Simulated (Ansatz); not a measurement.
# C2H5FGeSi: taking an electron away

Aim: the vertical ionisation energy of C2H5FGeSi, as cation minus neutral at the neutral's geometry, on several levels, and how well −ε(HOMO) stands in for it.

Method: unrestricted cation, the program's frozen cores in correlated methods; program: Ansatz 0.2.0, Gaussian basis.

Levels to be run: UKS PBE-D4/def2-TZVPP; UKS r2SCAN-D4/def2-TZVPP; UKS PBE0-D4/def2-TZVPP; UKS B3LYP-D4/def2-TZVPP; UKS wB97X-V/def2-TZVPP; UKS wB97M-V/def2-TZVPP; UKS B2PLYP/def2-TZVPP; UHF-CCSD(T)/def2-TZVPP; UHF-MP2/def2-QZVPP; extrapolation to the limit; then −ε(HOMO) from the neutral's earlier runs with LDA (SPW92), PBE-D4, revPBE-D4, BLYP-D4, r2SCAN-D4, B97M-V, PBE0-D4, B3LYP-D4, r2SCANh-D4, r2SCAN0-D4, HSE06-D4, BHLYP-D4, CAM-B3LYP-D4, LC-ωPBE, ωB97X-V, ωB97M-V.

### 1 The relaxed structure

All runs share one geometry, relaxed beforehand with PBE0-D4 in a triple-zeta def2 set.

SMILES `F[SiH2]C#[C][GeH3]`, 10 atoms, charge 0, spin multiplicity 1.

Atoms are counted from 1 here; the program's logs count them from 0.

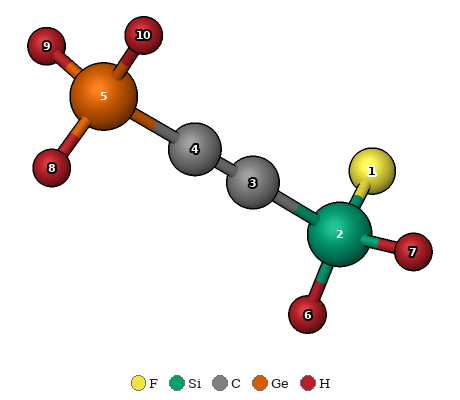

The structure; fluorine yellow, silicon teal, carbon grey, germanium orange, hydrogen red; atoms are numbered from 1 in the order of the file.

As a file:

```mol
C2H5FGeSi
  3D, bonds by distance, orders not assigned

 10  9  0  0  0  0  0  0  0  0999 V2000
   -1.2400    2.2732   -2.0998 F   0  0
   -0.1773    1.0853   -2.1846 Si  0  0
   -0.0446    0.2819   -0.5613 C   0  0
    0.0635   -0.2726    0.5127 C   0  0
    0.2221   -1.1348    2.2040 Ge  0  0
   -0.6561    0.1118   -3.1898 H   0  0
    1.1287    1.6643   -2.5674 H   0  0
    0.7835   -2.5415    1.9723 H   0  0
   -1.1703   -1.2066    2.8383 H   0  0
    1.1735   -0.3121    3.0787 H   0  0
  1  2  8  0
  2  3  8  0
  3  4  8  0
  4  5  8  0
  2  6  8  0
  2  7  8  0
  5  8  8  0
  5  9  8  0
  5 10  8  0
M  END
```

### 2 Cation, UKS PBE-D4/def2-TZVPP

The input, in.yaml:

```yaml
crystal:
  periodic: [false, false, false]
  atoms:
    - {symbol: F, position_ang: [-1.240040, 2.273155, -2.099778]}
    - {symbol: Si, position_ang: [-0.177285, 1.085324, -2.184637]}
    - {symbol: C, position_ang: [-0.044579, 0.281928, -0.561336]}
    - {symbol: C, position_ang: [0.063488, -0.272604, 0.512684]}
    - {symbol: Ge, position_ang: [0.222120, -1.134777, 2.203988]}
    - {symbol: H, position_ang: [-0.656100, 0.111810, -3.189825]}
    - {symbol: H, position_ang: [1.128744, 1.664279, -2.567394]}
    - {symbol: H, position_ang: [0.783519, -2.541475, 1.972325]}
    - {symbol: H, position_ang: [-1.170260, -1.206623, 2.838317]}
    - {symbol: H, position_ang: [1.173494, -0.312116, 3.078656]}
basis:
  gaussian: {orbitals: def2-TZVPP}
total_charge: 1
magnetization: {spin_polarized: true, initial_magnetization: 1}
hamiltonian: {xc: pbe, dispersion: d4}
```

The run is started by

```bash
> ansatz run in.yaml --threads 2 --pin off --events-out ev --progress --plain --max-ram 32768MiB --backend cpu
```

Further steps of the session: Cation, UKS r2SCAN-D4/def2-TZVPP; Cation, UKS PBE0-D4/def2-TZVPP; Cation, UKS B3LYP-D4/def2-TZVPP; Cation, UKS wB97X-V/def2-TZVPP; Cation, UKS wB97M-V/def2-TZVPP; Cation, UKS B2PLYP (frozen core)/def2-TZVPP; Cation, UHF-CCSD(T)/def2-TZVPP; Cation, UHF-MP2/def2-QZVPP.

Q: Predict the results of all the runs planned. Wanted: ionisation energy, CCSD(T)/CBS; nearest functional by difference; nearest −ε(HOMO); −ε(HOMO) of PBE; T1 of the cation.

The runs gave:

| quantity | value |
| --- | --- |
| ionisation energy, CCSD(T)/CBS | 10.74 eV |
| nearest functional by difference | B2PLYP (-0.25 eV) |
| nearest −ε(HOMO) | ωB97X-V (-0.11 eV) |
| −ε(HOMO) of PBE | 7.10 eV |
| T1 of the cation | 0.024 |

**Reading.** By cation minus neutral, the functionals miss by 0.81 eV at most. The PBE orbital energy is 3.6 eV too small: a semilocal HOMO is no ionisation energy. Among orbital estimates ωB97X-V comes nearest. Hartree-Fock falls 1.46 eV short, as the neutral has more correlation energy than the cation. Correlated methods include outer-core shells of Ge, which these sets cover unevenly. With outer-core shells in play the reference is unsure by up to some tenths of an eV, so close misses can't be ranked.
